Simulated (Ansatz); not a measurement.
# HSE06/aug-cc-pVTZ run of OH− (hydroxide)

What is the energy change on altering one bond length of OH− (hydroxide) at HSE06/aug-cc-pVTZ? 

Program for the calculation: Ansatz 0.2.0.

## 1. The molecule

The species is OH− (2 atoms), meant as a singlet with charge -1. As SMILES, `[OH-]`. Geometry: relaxed at PBE0-D4/def2-TZVPD.

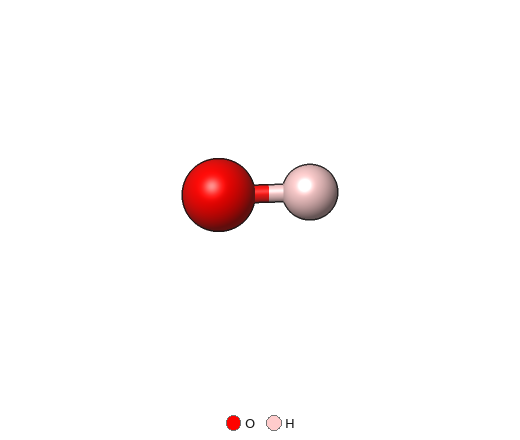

Viewed from a chosen angle; oxygen red, hydrogen pink.

## 2. The energy at HSE06/aug-cc-pVTZ

input.yaml reads:

```yaml
crystal:
  periodic: [false, false, false]
  atoms:
    - symbol: O
      position_ang: [0.411800, -0.131800, 0.212500]
    - symbol: H
      position_ang: [-0.411800, 0.131800, -0.212500]
basis:
  gaussian: {orbitals: aug-cc-pVTZ}
total_charge: -1
hamiltonian: {xc: {name: HSE06}}
accuracy: high
output: {orbitals: {seedname: orbitals}}
```

Started as:

```console
ansatz run input.yaml --threads 1 --pin off --max-ram 3480MiB --events-out events.jsonl --progress --plain --runs-dir runs
```

Output:

```text
Warning: RAYON_NUM_THREADS=1 ignored (pool sized by the plan → 1); use --threads N
Functional definition: HSE06
  name "HSE06"
  parameter a = 0.25
  parameter omega = 0.11/bohr
  exchange = pbe_x - a*pbe_x_sr(omega) + a*exact_x_sr(omega)
  correlation = pbe_c
898 factors; integrals over basis functions are off by at most 3.4e-9 eV
71 factors; integrals over basis functions are off by at most 1.0e-9 eV
mean field evaluation 1: about -2024.9802 eV, gradient 9.8e1 eV
mean field evaluation 2: about -2004.0067 eV, gradient 2.0e2 eV
mean field evaluation 4: about -2059.5313 eV, gradient 2.6e1 eV
mean field evaluation 8: about -2061.0139 eV, gradient 2.4e-1 eV
mean field evaluation 16: about -2061.0140 eV, gradient 9.2e-7 eV
mean field evaluation 32: about -2050.3639 eV, gradient 1.2e1 eV
mean field -2061.01397864 eV, -75.7408667095 hartree, gradient 9.4e-8 eV, S^2 0.000000; 2 other end points of the search recorded, 0 dependent functions left out
reference -2061.01398103 eV, -75.7408667973 hartree; 5, 5 occupied and 64, 64 virtual orbitals, 898 factors
Total energy: -2061.01398103 eV, -75.7408667973 hartree
```

Wall time 2.2 s (1 thread of Arm Neoverse V1, shared host); peak memory 0.11 GiB.

## 3. The distorted shape at the same level

input.yaml reads:

```yaml
crystal:
  periodic: [false, false, false]
  atoms:
    - {symbol: O, position_ang: [0.823580, -0.263594, 0.424990]}
    - {symbol: H, position_ang: [-0.411800, 0.131800, -0.212500]}
basis:
  gaussian: {orbitals: aug-cc-pVTZ}
total_charge: -1
hamiltonian: {xc: hse06}
accuracy: high
output: {orbitals: {seedname: orbitals}}
```

Started as:

```console
ansatz run input.yaml --threads 1 --pin off --max-ram 3480MiB --events-out events.jsonl --progress --plain --runs-dir runs
```

Output:

```text
Warning: RAYON_NUM_THREADS=1 ignored (pool sized by the plan → 1); use --threads N
[... 6 set-up lines as earlier in the session ...]
928 factors; integrals over basis functions are off by at most 3.4e-9 eV
76 factors; integrals over basis functions are off by at most 1.2e-9 eV
mean field evaluation 1: about -2006.9765 eV, gradient 1.2e2 eV
mean field evaluation 2: about -1968.5951 eV, gradient 2.4e2 eV
mean field evaluation 4: about -2055.5007 eV, gradient 3.9e1 eV
mean field evaluation 8: about -2058.7648 eV, gradient 4.3e-1 eV
mean field evaluation 16: about -2058.7648 eV, gradient 5.3e-6 eV
mean field evaluation 32: about -2051.5944 eV, gradient 8.3e0 eV
mean field -2058.76476429 eV, -75.6582096066 hartree, gradient 1.8e-8 eV, S^2 0.000000; 2 other end points of the search recorded, 0 dependent functions left out
reference -2058.76476754 eV, -75.6582097263 hartree; 5, 5 occupied and 64, 64 virtual orbitals, 928 factors
Total energy: -2058.76476754 eV, -75.6582097263 hartree
```

It took 2.5 s on 1 thread of Arm Neoverse V1, shared host; peak memory 0.11 GiB.

## 4. Summary of results

Level: HSE06/aug-cc-pVTZ.

| quantity | value |
| --- | --- |
| first shape: total energy | -75.74087 Eh |
| first shape: HOMO energy | 1.25 eV |
| first shape: LUMO energy | 3.82 eV |
| first shape: HOMO–LUMO gap (to an unbound level, set by the basis) | 2.58 eV |
| distorted shape: total energy | -75.65821 Eh |
| distorted shape: HOMO energy | 0.91 eV |
| distorted shape: LUMO energy | 3.61 eV |
| distorted shape: HOMO–LUMO gap (to an unbound level, set by the basis) | 2.71 eV |
| energy change with the O1–H2 bond stretched from 0.964 to 1.445 Å | 2.249 eV |

What this shows: With the O1–H2 bond stretched from 0.964 to 1.445 Å the energy rises by 2.25 eV (217 kJ/mol). The first shape isn't relaxed at this level, so the change isn't measured from a minimum. The HOMO (first shape) lies at positive energy, 1.25 eV; only total energies tell whether the electron is bound. The HOMO (distorted shape) lies at positive energy, 0.91 eV; only total energies tell whether the electron is bound.
